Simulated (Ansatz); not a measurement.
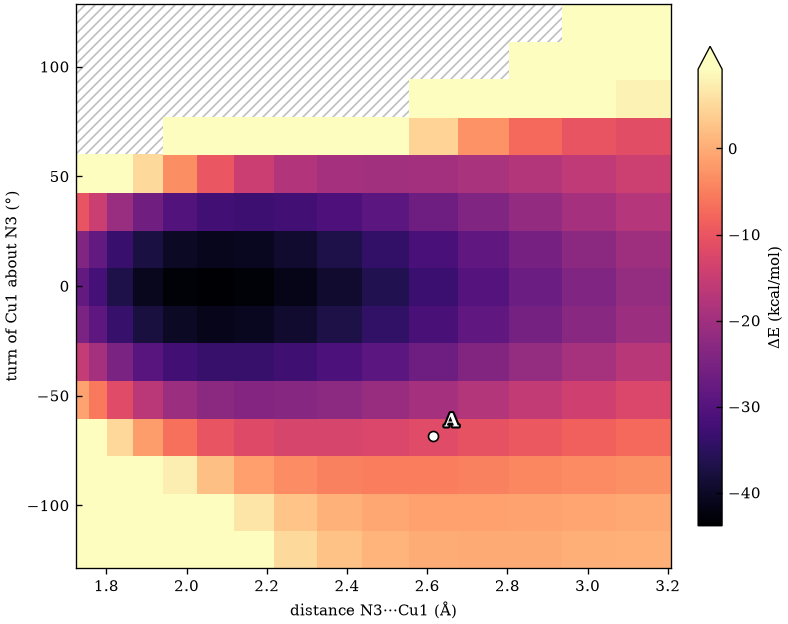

CH5CuN, charge +1. The turn is about an axis along (0.96, 0.20, 0.18) in the frame of the relaxed pair, normal to the line between the partners. The first coordinate is: distance N3···Cu1; the second: turn of Cu1 about N3. The grid has 15 × 15 points. At 39 points there is no value (left out of the scan, as a rule where atoms come close). Points are written as (first, second). All energies are given in kcal/mol relative to the ion and the molecule far apart, frozen as in the relaxed pair, each in its own basis (no counterpoise correction). Energies and slopes of some neighbouring points disagree (a jump in structure or state, or too coarse a mesh). Level of theory: RHF/def2-TZVPD (Ansatz).

Drawn: one coloured cell a grid point, one colour for all values above the top of the scale, hatched blanks where no value was computed, the point A.

**Is A at rest? If not, where is it pushed?**

A, at (2.614 Å, −68.6°), is not a stationary point. The computed force is 8 kcal/mol for each Å towards smaller values of distance N3···Cu1 and 0.44 kcal/mol for each degree towards larger values of turn of Cu1 about N3.
